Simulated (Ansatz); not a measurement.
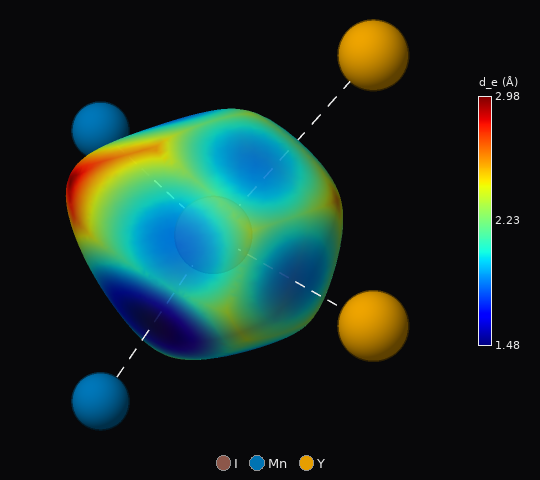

Hirshfeld surface computed for one I atom in YMnI₅ (P4/mmm, No. 123), coloured by d_e. Dashed lines lead to the closest neighbours outside.

The surface is where the fragment's share of the procrystal density (the sum of the densities of spherically averaged neutral Hartree-Fock atoms) equals one half. d_i and d_e are the distances from the surface to the nearest nucleus inside and outside. From Rb on the atoms have core potentials, so only their outer electrons count.

The cell is taken from the geometry relaxed with DFT PBE, scalar-relativistic, plane waves, PAW in Ansatz 0.2.0; the starting structure was generated, so it need not be a known form of this composition.

```cif
data_structure
_symmetry_space_group_name_H-M 'P4/mmm'
_symmetry_Int_Tables_number 123
_cell_length_a 5.1741
_cell_length_b 5.1741
_cell_length_c 8.8299
_cell_angle_alpha 90.000
_cell_angle_beta 90.000
_cell_angle_gamma 90.000
_cell_volume 236.39
loop_
_atom_site_label
_atom_site_type_symbol
_atom_site_symmetry_multiplicity
_atom_site_Wyckoff_symbol
_atom_site_fract_x
_atom_site_fract_y
_atom_site_fract_z
_atom_site_occupancy
Y1 Y 1 a 0.00000 0.00000 0.00000 1
Mn1 Mn 1 b 0.00000 0.00000 0.50000 1
I1 I 4 i 0.00000 0.50000 0.29343 1
I2 I 1 c 0.50000 0.50000 0.00000 1
```

Q: What is the shortest distance from the fragment to an atom outside it?

A: I–Mn, 3.17 Å.

Q: How is the surface shared among contacts (nearest atom inside ··· nearest atom outside)?

A: I···I 60 %, I···Mn 24 %, I···Y 15 %. The surface faces 11 neighbours with more than 2 % of its area each: 7 I + 2 Mn + 2 Y.

Q: Give the size and shape of the surface.

A: It encloses about 30.3 Å³, has an area of about 48 Å² and a globularity of 0.97 (1 for a sphere).
